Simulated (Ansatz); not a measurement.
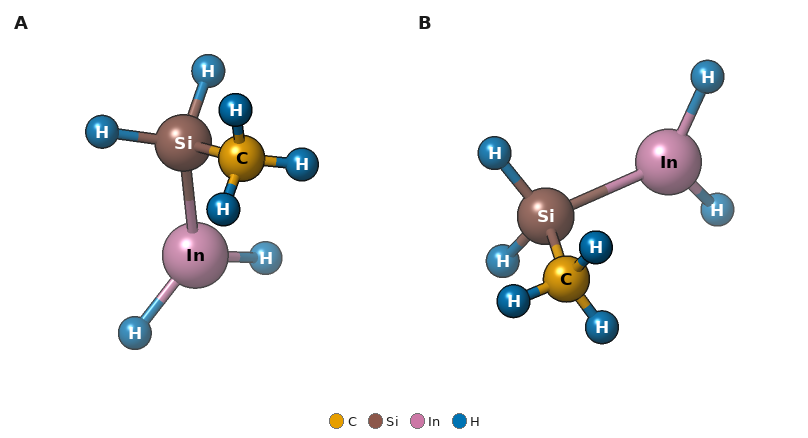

Distant atoms are faded towards the background colour. The computed geometry is a stationary point of PBE0-D4/def2-TZVP, a saddle point of order 1.

Are A and B the same structure? If not, how do they differ?

Answer. Yes. They are the same structure, CH7InSi (C[SiH2][InH2]), seen from two directions. With point group Cs it is achiral, so its mirror image would be the same too.
